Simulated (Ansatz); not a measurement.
C₂H₆AlNO

Input file:

```
crystal:
  periodic: [false, false, false]
  atoms:
    - { symbol: "N", position_ang: [-0.2973, 1.3086, 0.6535] }
    - { symbol: C, position_ang: [0.1917, 0.3479, -0.2757] }
    - { symbol: Al, position_ang: [1.2324, -1.0101, 0.7221] }
    - { symbol: C, position_ang: [-0.8202, -0.2962, -1.081] }
    - { symbol: O, position_ang: [-1.8124, -0.8977, -0.543] }
    - { symbol: H, position_ang: [-1.0524, 0.922, 1.2697] }
    - { symbol: H, position_ang: [-0.8172, 2.085, 0.0848] }
    - { symbol: H, position_ang: [0.9429, 0.863, -0.9793] }
    - { symbol: H, position_ang: [0.5592, -1.8974, 1.8872] }
    - { symbol: H, position_ang: [2.8139, -1.2199, 0.4224] }
    - { symbol: H, position_ang: [-0.8753, -0.2624, -2.1401] }
basis:
  gaussian: { orbitals: def2-SVP }
hamiltonian:
  xc: pbe0
  dispersion: d4
relax:
  f_tol: 0.015
  max_steps: 40
output:
  orbitals: {}
```

Launched as:

```sh
ansatz run input.yaml --threads 2 --pin off --max-ram 3072MiB --backend cpu --events-out ev --progress --plain --runs-dir out
```

The fields are those of the relaxed geometry.

The calculation used RKS PBE0-D4/def2-SVP in Ansatz 0.2.0.

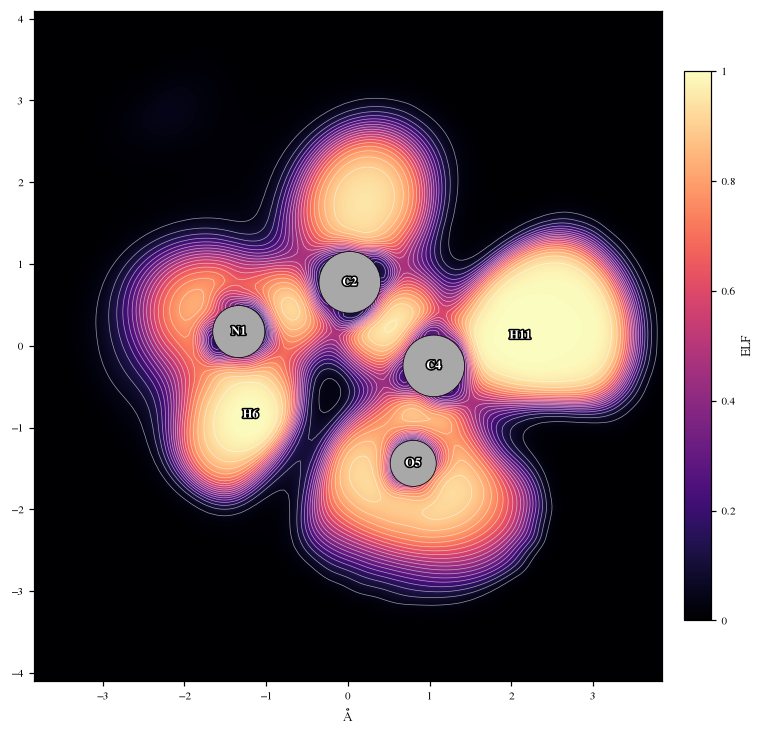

Figure 1. ELF on the plane of atoms O5, C4 and H11. Grey discs cover the atomic cores.

Q: What does the map show?

A: The section cuts through N, C, O and H sites. C–O (1.22 Å): the ELF peaks at about 0.85 between the atoms; a multiple bond. C–C (1.45 Å): the ELF peaks at about 0.95 between the atoms, as expected for a covalent bond. C–N (1.49 Å): the ELF peaks at about 0.90 between the atoms, as expected for localised, covalent bonding. N–H (1.03 Å): the ELF climbs to about 1 towards the hydrogen, as it does in any bond to H; an ordinary covalent bond to hydrogen. C–H (1.12 Å): the ELF climbs to about 1 towards the hydrogen (an ordinary covalent bond to hydrogen). The ELF also peaks beside O5, away from the bonds: lone-pair regions.

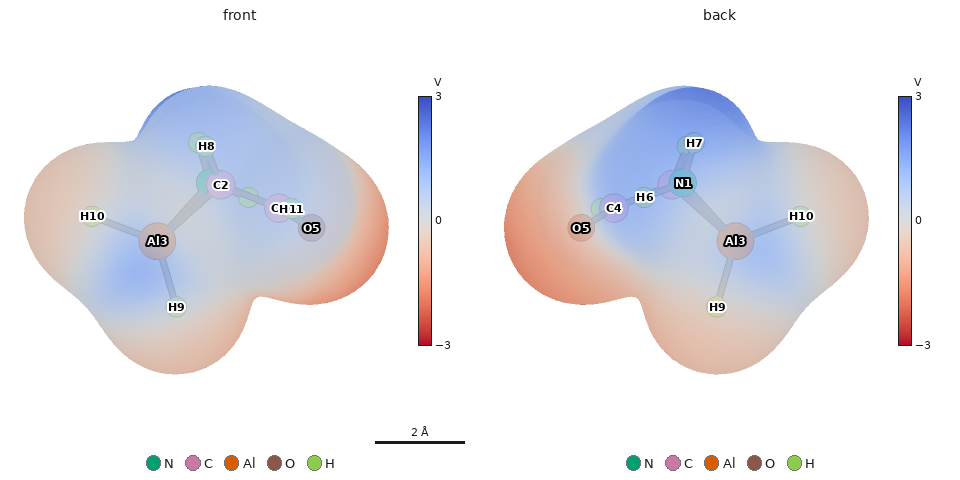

Figure 2. The electrostatic potential painted on the density surface at 0.001 e/bohr³, seen from the front and from behind; the colour scale runs from red (negative) to blue (positive).

Q: Describe the electrostatic potential map.

A: The most negative region (about −1.7 V) lies over O5, the most positive (about +2.1 V) over H7. O5 is the likeliest acceptor of a hydrogen bond.

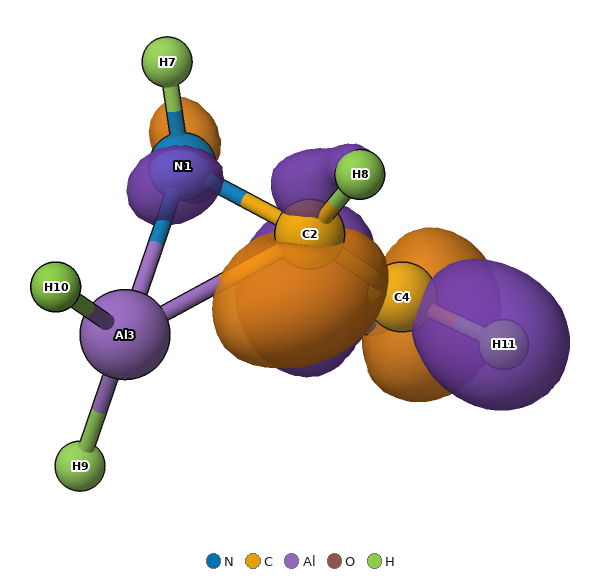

Figure 3. The HOMO−1 at ±0.15 Å⁻³ᐟ² (orange and purple are the two phases), seen at a tilt.

Q: Describe this orbital and give its energy.

A: By Hirshfeld shares it lies mainly on O5 (about 55 %), C2 (about 15 %), C4 (about 10 %) and H11 (about 5 %). Its energy is −7.55 eV.
